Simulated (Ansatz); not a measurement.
```yaml
crystal:
  lattice:
    - [3.95071, 0.00000, 0.00000]
    - [0.00000, 3.95071, 0.00000]
    - [0.00000, 0.00000, 7.68582]
  atoms:
    - { symbol: Sn, position: [0.00000, 0.00000, 0.50000] }
    - { symbol: P, position: [0.50000, 0.50000, 0.81038] }
    - { symbol: P, position: [0.50000, 0.50000, 0.18962] }
    - { symbol: P, position: [0.50000, 0.50000, 0.50000] }
    - { symbol: P, position: [0.00000, 0.50000, 0.00000] }
    - { symbol: P, position: [0.50000, 0.00000, 0.00000] }
```

Space group P4/mmm; a structure generated by program, which may or may not match a known phase; computed without spin polarisation.

These are results of DFT PBE, scalar-relativistic, plane waves, PAW (Ansatz), not measurements.

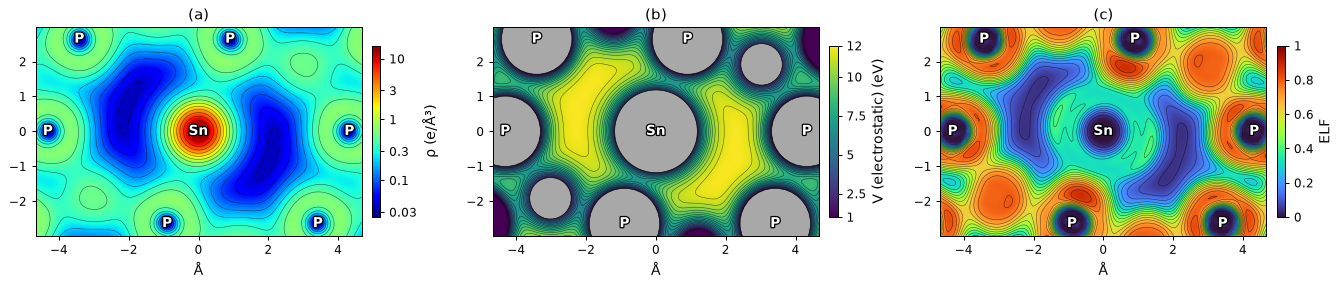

SnP5. (a) valence electron density; (b) electrostatic potential (local pseudopotential plus Hartree) felt by an electron; (c) electron localisation function on the (111) plane of the conventional cell. Grey discs cover the atomic cores in the potential map.

The density is the valence pseudo-density of a PAW calculation; it isn't the true density close to the nuclei.

Read the bonding off the picture.

Atoms in the plane: Sn and P. Atoms just off the plane (P, 0.8 Å away) can leave unmarked features too. Sn–P (2.79 Å): ρ is about 0.31 e/Å³ halfway; the ELF peaks at about 0.90 in the valence shell of P, 0.8 Å from its nucleus, and is about 0.50 at the midpoint. Between the atoms the lowest density in this plane is 0.04 e/Å³. Outside the cores the potential energy rises away from the atoms and is highest about 2.0 Å from the nearest atoms; its zero is arbitrary.
